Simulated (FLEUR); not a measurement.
**BeCo: energy against a fixed spin moment**

Aim: the energy of BeCo as a function of its total spin moment.

Method: LDA (VWN); all-electron FLAPW, Dirac cores, scalar-relativistic bands, in FLEUR MaX-R8.1.

## 1. The starting structure

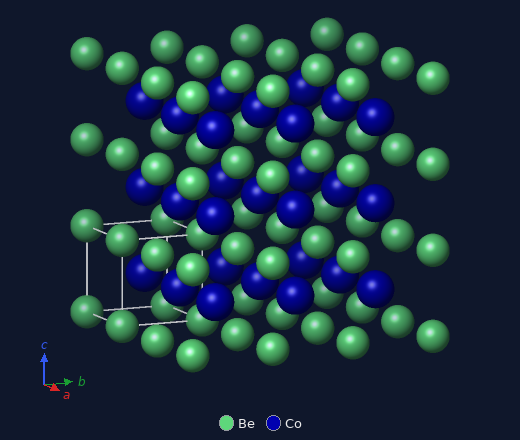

Start, viewed slightly off an axis; beryllium green, cobalt blue. 3×3×3 cells are drawn. Some periodic images of atoms are drawn too.

As a file:

```xyz
2
Lattice="2.6060 0.0000 0.0000 0.0000 2.6060 0.0000 0.0000 0.0000 2.6060" Properties=species:S:1:pos:R:3 pbc="T T T"
Be    0.0000    0.0000    0.0000
Co    1.3030    1.3030    1.3030
```

## 2. Unconstrained state

The free run tells which range of moments is worth scanning.

inpgen writes inp.xml from crystal.txt; cutoffs, mixing, functional, smearing and local orbitals are then set in the file. The k list default-1 (kpts.xml, not shown) is a Γ-centred 10×10×10 mesh; where the ranks do not divide the number of points, some are split in two of half the weight.

The input, inp.xml:

```
<?xml version="1.0" encoding="UTF-8" standalone="no"?>
<fleurInput fleurInputVersion="0.39">
   <comment>
      BeCo
   </comment>
   <calculationSetup>
      <cutoffs Kmax="4.0" Gmax="12.0" GmaxXC="12.0" numbands="0"/>
      <scfLoop itmax="90" minDistance="0.00002" maxIterBroyd="15" imix="Anderson" alpha="0.05" precondParam="0.0" spinf="2.0" sdNocoIR="T"/>
      <coreElectrons ctail="T" frcor="F" kcrel="0" coretail_lmax="0"/>
      <xcFunctional name="vwn" relativisticCorrections="F"/>
      <magnetism jspins="2"/>
      <soc l_soc="F" theta="0.0" phi="0.0" spav="F"/>
      <expertModes spex="0" secvar="F"/>
      <geometryOptimization l_f="F" forcealpha="1.0" forcemix="BFGS" epsdisp="0.00001" epsforce="0.00001"/>
      <ldaU l_linMix="F" mixParam="0.05" spinf="1.0"/>
   </calculationSetup>
   <cell>
      <bzIntegration valenceElectrons="19.0" mode="hist" fermiSmearingEnergy="0.00293995">
         <kPointListSelection listName="default-1"/>
         <xi:include xmlns:xi="http://www.w3.org/2001/XInclude" href="kpts.xml"> </xi:include>
      </bzIntegration>
      <xi:include xmlns:xi="http://www.w3.org/2001/XInclude" href="sym.xml"> </xi:include>
      <bulkLattice scale="1.0">
         <bravaisMatrix>
            <row-1>    4.9246262807075993     0.0000000000000000     0.0000000000000000</row-1>
            <row-2>    0.0000000000000000     4.9246262807075993     0.0000000000000000</row-2>
            <row-3>    0.0000000000000000     0.0000000000000000     4.9246262807075993</row-3>
         </bravaisMatrix>
      </bulkLattice>
   </cell>
   <atomSpecies>
      <species name="Beryllium (Be)" element="Be" atomicNumber="4">
         <mtSphere radius="1.5" gridPoints="497" logIncrement="0.02"/>
         <atomicCutoffs lmax="6" lnonsphr="4"/>
         <electronConfig flipSpins="F">
            <coreConfig>(1s1/2)</coreConfig>
            <valenceConfig>(2s1/2)</valenceConfig>
         </electronConfig>
         <energyParameters s="2" p="2" d="3" f="4"/>
      </species>
      <species name="Cobalt (Co2.001" element="Co" atomicNumber="27">
         <mtSphere radius="2.4" gridPoints="793" logIncrement="0.015"/>
         <atomicCutoffs lmax="10" lnonsphr="8"/>
         <electronConfig flipSpins="F">
            <coreConfig>(1s1/2) (2s1/2) (2p1/2) (2p3/2)</coreConfig>
            <valenceConfig>(3s1/2) (3p1/2) (3p3/2) (4s1/2) (3d3/2) (3d5/2)</valenceConfig>
            <stateOccupation state="(3d3/2)" spinUp="1.5005" spinDown="1.2995"/>
            <stateOccupation state="(3d5/2)" spinUp="3.0" spinDown="1.2"/>
         </electronConfig>
         <energyParameters s="4" p="4" d="3" f="4"/>
         <lo type="SCLO" l="0" n="3" eDeriv="0"/>
         <lo type="SCLO" l="1" n="3" eDeriv="0"/>
      </species>
   </atomSpecies>
   <atomGroups>
      <atomGroup species="Beryllium (Be)">
         <relPos label="                   1">.0000000000 .0000000000 .0000000000</relPos>
         <force calculate="T" relaxXYZ="TTT"/>
      </atomGroup>
      <atomGroup species="Cobalt (Co2.001">
         <relPos label="                   2">1.000/2.000 1.000/2.000 1.000/2.000</relPos>
         <force calculate="T" relaxXYZ="TTT"/>
      </atomGroup>
   </atomGroups>
   <output dos="F" band="F" slice="F">
      <bandDOS minEnergy="-.5*Htr" maxEnergy="0.5*Htr" sigma="0.015" storeEVData="T"/>
      <plotting iplot="0" polar="F">
         <plot TwoD="T" vec1="  1.0  0.0  0.0" vec2="  0.0  1.0  0.0" vec3="  0.0  0.0  1.0" zero="  0.0  0.0  0.0" file="plot"/>
      </plotting>
      <moessbauerParams electricFieldGradient="F" isomerShift="F" coreHyperfine="F" valenceHyperfine="F"/>
   </output>
</fleurInput>
```

The input, crystal.txt:

```
BeCo
&input film=F cartesian=F /
2.60600000000  0.00000000000  0.00000000000
0.00000000000  2.60600000000  0.00000000000
0.00000000000  0.00000000000  2.60600000000
1.8897261246
1.0 1.0 1.0

2
4 0.00000000000  0.00000000000  0.00000000000
27 0.50000000000  0.50000000000  0.50000000000 : 2.001

&kpt div1=10 div2=10 div3=10 gamma=T /
```

Run with:

```bash
$ OMP_NUM_THREADS=1 inpgen -f crystal.txt > inpgen.log  # inp.xml is then edited as shown
$ OMP_NUM_THREADS=1 mpirun -n 4 fleur_MPI > fleur.log
```

Output:

```text
Welcome to FLEUR        (www.flapw.de)
      MaX-Release 8.1          (www.max-centre.eu)

 ========== k-point set info ==========
 Selected k-point list: default-1
 k-point list type: mesh
 10 x 10 x 10
 Number of k points: 56

 ------------Calculation Setup---------------------------
 Number of MPI-tasks      :            4
 Number of PE/node        :            4
 Number of OMP-threads    :            1
 k-points in parallel     :            4
 pe's per k-point         :            1
 No of k-point loops      :           14
 Eigenvalue solver        :       lapack
 Number of basis functions:          152
 Approximate size of matrices (H+S) per k-point:         0.000 GB
 --------------------------------------------------------
Nuclear radius smaller than smallest radial mesh point for atom type 1 -- skipping its core isomer shift
 Iteration:     1   Distance:      26.44929624 me/bohr^3
Nuclear radius smaller than smallest radial mesh point for atom type 1 -- skipping its core isomer shift
 Iteration:     2   Distance:      25.91153659 me/bohr^3
Nuclear radius smaller than smallest radial mesh point for atom type 1 -- skipping its core isomer shift
 Iteration:     3   Distance:      22.62904661 me/bohr^3
Nuclear radius smaller than smallest radial mesh point for atom type 1 -- skipping its core isomer shift
 Iteration:     4   Distance:       5.98046882 me/bohr^3
Nuclear radius smaller than smallest radial mesh point for atom type 1 -- skipping its core isomer shift
 Iteration:     5   Distance:       3.75754545 me/bohr^3
Nuclear radius smaller than smallest radial mesh point for atom type 1 -- skipping its core isomer shift
 Iteration:     6   Distance:       5.85411555 me/bohr^3
Nuclear radius smaller than smallest radial mesh point for atom type 1 -- skipping its core isomer shift
 Iteration:     7   Distance:       2.60832257 me/bohr^3
Nuclear radius smaller than smallest radial mesh point for atom type 1 -- skipping its core isomer shift
 Iteration:     8   Distance:       0.78455035 me/bohr^3
Nuclear radius smaller than smallest radial mesh point for atom type 1 -- skipping its core isomer shift
 Iteration:     9   Distance:       1.73092013 me/bohr^3
Nuclear radius smaller than smallest radial mesh point for atom type 1 -- skipping its core isomer shift
 Iteration:    10   Distance:       0.30347641 me/bohr^3
Nuclear radius smaller than smallest radial mesh point for atom type 1 -- skipping its core isomer shift
 Iteration:    11   Distance:       0.69482063 me/bohr^3
Nuclear radius smaller than smallest radial mesh point for atom type 1 -- skipping its core isomer shift
 Iteration:    12   Distance:       0.25329370 me/bohr^3
Nuclear radius smaller than smallest radial mesh point for atom type 1 -- skipping its core isomer shift
 Iteration:    13   Distance:       0.27165669 me/bohr^3
Nuclear radius smaller than smallest radial mesh point for atom type 1 -- skipping its core isomer shift
 Iteration:    14   Distance:       0.13267257 me/bohr^3
Nuclear radius smaller than smallest radial mesh point for atom type 1 -- skipping its core isomer shift
 Iteration:    15   Distance:       0.12793385 me/bohr^3
Nuclear radius smaller than smallest radial mesh point for atom type 1 -- skipping its core isomer shift
 Iteration:    16   Distance:       0.12680480 me/bohr^3
Nuclear radius smaller than smallest radial mesh point for atom type 1 -- skipping its core isomer shift
 Iteration:    17   Distance:       0.10382913 me/bohr^3
Nuclear radius smaller than smallest radial mesh point for atom type 1 -- skipping its core isomer shift
 Iteration:    18   Distance:       0.08701472 me/bohr^3
Nuclear radius smaller than smallest radial mesh point for atom type 1 -- skipping its core isomer shift
 Iteration:    19   Distance:       0.07137843 me/bohr^3
Nuclear radius smaller than smallest radial mesh point for atom type 1 -- skipping its core isomer shift
 Iteration:    20   Distance:       0.06794483 me/bohr^3
Nuclear radius smaller than smallest radial mesh point for atom type 1 -- skipping its core isomer shift
 Iteration:    21   Distance:       0.04928029 me/bohr^3
Nuclear radius smaller than smallest radial mesh point for atom type 1 -- skipping its core isomer shift
 Iteration:    22   Distance:       0.03343099 me/bohr^3
Nuclear radius smaller than smallest radial mesh point for atom type 1 -- skipping its core isomer shift
 Iteration:    23   Distance:       0.00327753 me/bohr^3
Nuclear radius smaller than smallest radial mesh point for atom type 1 -- skipping its core isomer shift
 Iteration:    24   Distance:       0.00423833 me/bohr^3
Nuclear radius smaller than smallest radial mesh point for atom type 1 -- skipping its core isomer shift
 Iteration:    25   Distance:       0.00014226 me/bohr^3
Nuclear radius smaller than smallest radial mesh point for atom type 1 -- skipping its core isomer shift
 Iteration:    26   Distance:       0.00036332 me/bohr^3
Nuclear radius smaller than smallest radial mesh point for atom type 1 -- skipping its core isomer shift
 Iteration:    27   Distance:       0.00000523 me/bohr^3

 ********************************************************************
 Run finished successfully
 Stop message:
   all done
 ********************************************************************

--- out.xml (last complete iteration) ---
<iteration numberForCurrentRun="   27" overallNumber="   27">
         <energyParameters units="Htr">
            <atomicEP atomType="1" spin="1" branch="2s" branchLowest="-3.23" branchHighest="3.77" value="0.0400746123"/>
            <atomicEP atomType="1" spin="1" branch="2p" branchLowest="-9.99" branchHighest="2.67" value="0.1622100883"/>
            <atomicEP atomType="1" spin="1" branch="3d" branchLowest="-9.99" branchHighest="6.12" value="0.3549284592"/>
            <atomicEP atomType="1" spin="1" branch="4f" branchLowest="-9.99" branchHighest="9.82" value="0.5147589683"/>
            <atomicEP atomType="2" spin="1" branch="4s" branchLowest="-3.14" branchHighest="1.51" value="0.1562526487"/>
            <atomicEP atomType="2" spin="1" branch="4p" branchLowest="-1.80" branchHighest="2.06" value="0.2927261776"/>
            <atomicEP atomType="2" spin="1" branch="3d" branchLowest="-9.99" branchHighest="0.36" value="0.2552990575"/>
            <atomicEP atomType="2" spin="1" branch="4f" branchLowest="-9.99" branchHighest="3.31" value="0.6096231770"/>
            <loAtomicEP atomType="2" spin="1" branch="3s" branchLowest="-32.36" branchHighest="-3.14" value="-3.1390361717"/>
            <loAtomicEP atomType="2" spin="1" branch="3p" branchLowest="-27.66" branchHighest="-1.80" value="-1.8059613244"/>
            <atomicEP atomType="1" spin="2" branch="2s" branchLowest="-3.23" branchHighest="3.77" value="0.0381892609"/>
            <atomicEP atomType="1" spin="2" branch="2p" branchLowest="-9.99" branchHighest="2.67" value="0.1603188825"/>
            <atomicEP atomType="1" spin="2" branch="3d" branchLowest="-9.99" branchHighest="6.12" value="0.3530250715"/>
            <atomicEP atomType="1" spin="2" branch="4f" branchLowest="-9.99" branchHighest="9.82" value="0.5128555556"/>
            <atomicEP atomType="2" spin="2" branch="4s" branchLowest="-3.12" branchHighest="1.52" value="0.1570940218"/>
            <atomicEP atomType="2" spin="2" branch="4p" branchLowest="-1.78" branchHighest="2.07" value="0.2929668719"/>
            <atomicEP atomType="2" spin="2" branch="3d" branchLowest="-9.99" branchHighest="0.38" value="0.2656484982"/>
            <atomicEP atomType="2" spin="2" branch="4f" branchLowest="-9.99" branchHighest="3.32" value="0.6094068675"/>
            <loAtomicEP atomType="2" spin="2" branch="3s" branchLowest="-32.35" branchHighest="-3.12" value="-3.1242347268"/>
            <loAtomicEP atomType="2" spin="2" branch="3p" branchLowest="-27.66" branchHighest="-1.78" value="-1.7916370482"/>
         </energyParameters>
         <bandgap value="0.0020127649" units="eV"/>
         <sumValenceSingleParticleEnergies value="-14.5993477562" units="Htr"/>
         <FermiEnergy value="0.3095374671" units="Htr"/>
         <valenceDensity>
            <mtCharges spin="1">
               <mtCharge atomType="1" total="0.2487604" s="0.0870989" p="0.1535983" d="0.0071526" f="0.0008122"/>
               <mtCharge atomType="2" total="8.4655323" s="1.2479789" p="3.2842909" d="3.9157370" f="0.0140682"/>
            </mtCharges>
            <mtCharges spin="2">
               <mtCharge atomType="1" total="0.2558830" s="0.0887537" p="0.1592210" d="0.0070378" f="0.0007796"/>
               <mtCharge atomType="2" total="8.1062937" s="1.2478125" p="3.2825618" d="3.5581832" f="0.0143311"/>
            </mtCharges>
            <spinDependentCharge spin="1" total="9.6690368" interstitial="0.9547441" mtSpheres="8.7142927"/>
            <spinDependentCharge spin="2" total="9.3309632" interstitial="0.9687865" mtSpheres="8.3621767"/>
            <totalCharge value="19.0000000000"/>
         </valenceDensity>
         <coreStates atomType="     1" atomicNumber="  4" spin="1" kinEnergy="      6.5798270240" eigValSum="     -3.2622427904" lostElectrons=" 0.002890">
            <state n="1" l="0" j="0.5" energy="-3.2622427904" weight="1.0000000000"/>
         </coreStates>
         <coreStates atomType="     1" atomicNumber="  4" spin="2" kinEnergy="      6.5791700874" eigValSum="     -3.2626197505" lostElectrons=" 0.002893">
            <state n="1" l="0" j="0.5" energy="-3.2626197505" weight="1.0000000000"/>
         </coreStates>
         <coreStates atomType="     2" atomicNumber=" 27" spin="1" kinEnergy="    623.0871259611" eigValSum="   -393.1289873061" lostElectrons=" 0.000000">
            <state n="1" l="0" j="0.5" energy="-277.7742810364" weight="1.0000000000"/>
            <state n="2" l="0" j="0.5" energy="-32.3553312626" weight="1.0000000000"/>
            <state n="2" l="1" j="0.5" energy="-28.0287238790" weight="1.0000000000"/>
            <state n="2" l="1" j="1.5" energy="-27.4853255641" weight="2.0000000000"/>
         </coreStates>
         <coreStates atomType="     2" atomicNumber=" 27" spin="2" kinEnergy="    623.1553896524" eigValSum="   -393.1033673642" lostElectrons=" 0.000000">
            <state n="1" l="0" j="0.5" energy="-277.7741946310" weight="1.0000000000"/>
            <state n="2" l="0" j="0.5" energy="-32.3476301620" weight="1.0000000000"/>
            <state n="2" l="1" j="0.5" energy="-28.0228880056" weight="1.0000000000"/>
            <state n="2" l="1" j="1.5" energy="-27.4793272828" weight="2.0000000000"/>
         </coreStates>
         <allElectronCharges>
            <spinDependentCharge spin="1" total="15.6690368" interstitial="0.9575574" mtSpheres="14.7114794"/>
            <spinDependentCharge spin="2" total="15.3309632" interstitial="0.9716031" mtSpheres="14.3593601"/>
            <totalCharge value="30.9999999909"/>
         </allElectronCharges>
         <magneticMomentsInMTSpheres units="muBohr">
            <globalMagMoment atomType="1" vec="0.00000   0.00000  -0.00712"/>
            <localMagMoment atomType="1" vec="0.00000   0.00000  -0.00712"/>
            <globalMagMoment atomType="2" vec="0.00000   0.00000   0.35924"/>
            <localMagMoment atomType="2" vec="0.00000   0.00000   0.35924"/>
         </magneticMomentsInMTSpheres>
         <moessbauerParams unitsHFF="kG" unitsIS="e/bohr^3" unitsEFG="Htr/bohr^2">
         </moessbauerParams>
         <totalEnergy value="    -1405.7925052828" units="Htr">
            <sumOfEigenvalues value="     -807.3565649674">
               <coreElectrons value="-792.7572172112"/>
               <valenceElectrons value="-14.5993477562"/>
            </sumOfEigenvalues>
            <densityCoulombPotentialIntegral value="-2153.2762829154"/>
            <densityEffectivePotentialIntegral value="-2232.7954817563"/>
            <chargeDenXCDenIntegral value="-60.0906765613"/>
            <FockExchangeEnergyValence value="0.0000000000"/>
            <FockExchangeEnergyCore value="0.0000000000"/>
            <atomTypeDependentContributions atomType="1">
               <electronNucleiInteractionDifferentMTs value="15.6161154105"/>
               <MadelungTerm value="-2.1868182054"/>
            </atomTypeDependentContributions>
            <atomTypeDependentContributions atomType="2">
               <electronNucleiInteractionDifferentMTs value="1670.0779841208"/>
               <MadelungTerm value="-6.6216863159"/>
            </atomTypeDependentContributions>
            <tkbTimesEntropy value="0.0015504609"/>
            <freeEnergy value="-1405.7940557437"/>
            <extrapolationTo0K value="-1405.7932805133"/>
         </totalEnergy>
         <densityConvergence units="me/bohr^3">
            <chargeDensity spin="1" distance="0.0000046140"/>
            <chargeDensity spin="2" distance="0.0000009995"/>
            <overallChargeDensity distance="0.0000041537"/>
            <spinDensity distance="0.0000052271"/>
         </densityConvergence>
      </iteration>
```

It took 6.7 s on 4 MPI ranks of AMD EPYC 9R45, shared host; peak memory 0.2 GiB.

Spin moment in the muffin-tin sphere by atom:

| atom | spin moment in the muffin-tin sphere (μB) |
| --- | --- |
| Be1 | -0.007 |
| Co2 | 0.359 |

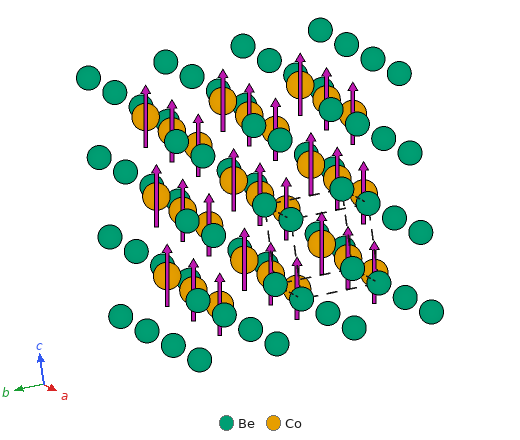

Spin moment in the muffin-tin sphere as arrows, the longest 0.359 μB. Up and down stand for the sign. Arrows give size and sign along the axis of quantisation, drawn up and down the page. 3×3×3 cells are drawn. Some periodic images of atoms are drawn too.

Read from the output:

- free energy: -38253.6050 eV
- program's band gap on this mesh (in a metal only a level spacing): 0.002013 eV
- magnetization: 0.3381 μB
- final state: ferromagnetic

After 27 cycles the largest moment stands at 0.359 μB.

(Continued in part 2 of 2.)

[Logs and program files are shortened in this print: banners, set-up blocks, solver, clock and traceback lines can be left out without a mark of their own.]

[Logs are printed without paths, hosts, clocks, repeated set-up lines and the standing remarks that a program may print on its own settings, such as how far it seeks lower states.]

[Hosts, paths, dates, database ids (printed as entryN), source tags and the programs' standing remarks are cut or masked in the printed files.]

[Where a cell is said to come from a database of computed structures, the database is the Materials Project.]
